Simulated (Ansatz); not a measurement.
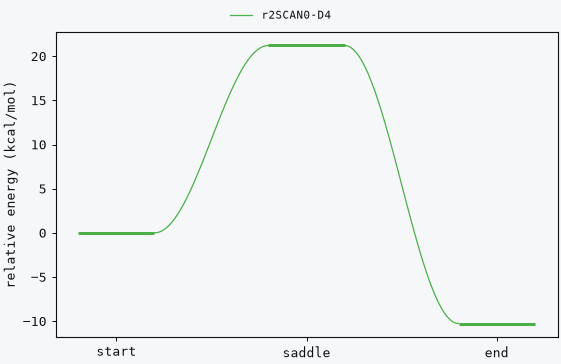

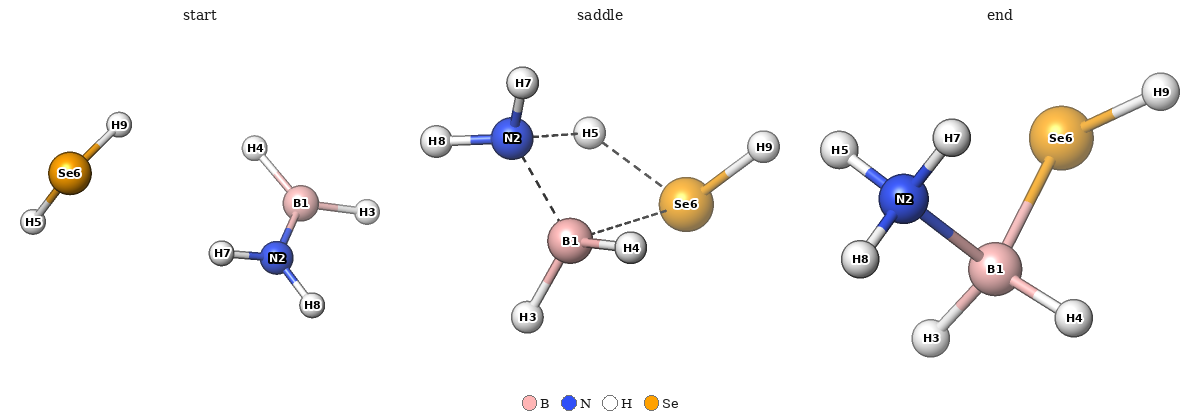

One elementary step of BNH₆Se: start, first-order saddle point (changing pairs dashed) and end. Electronic energies at PBE0-D4/def2-TZVP geometries, energies in def2-TZVPP, the Ansatz code 0.2.0; cores frozen in correlated methods, no zero-point terms. Start and end are the structures at the ends of the path (complexes, where there are several molecules). On heavy atoms the filled d shell below the valence is correlated. Lines between the levels only guide the eye.

> Which bonds change in the step?

B1–Se6 (4.19 → 2.42 → 2.03 Å) and N2–H5 (3.97 → 1.49 → 1.02 Å) form; H5–Se6 (1.47 → 1.64 → 3.01 Å) breaks; B1–N2 (1.38 → 1.51 → 1.63 Å) lengthens (lengths at start, saddle and end; changes of bond order aren't listed). The imaginary mode at the saddle is 1058.2i cm⁻¹ (PBE0-D4).

> Give the barriers and step energies (kcal/mol).

| level | barrier | reverse barrier | step energy |
| --- | --- | --- | --- |
| r2SCAN0-D4 | 21.2 | 31.5 | −10.3 |

Caveats, for all or some of the runs: no scalar relativity up to krypton.
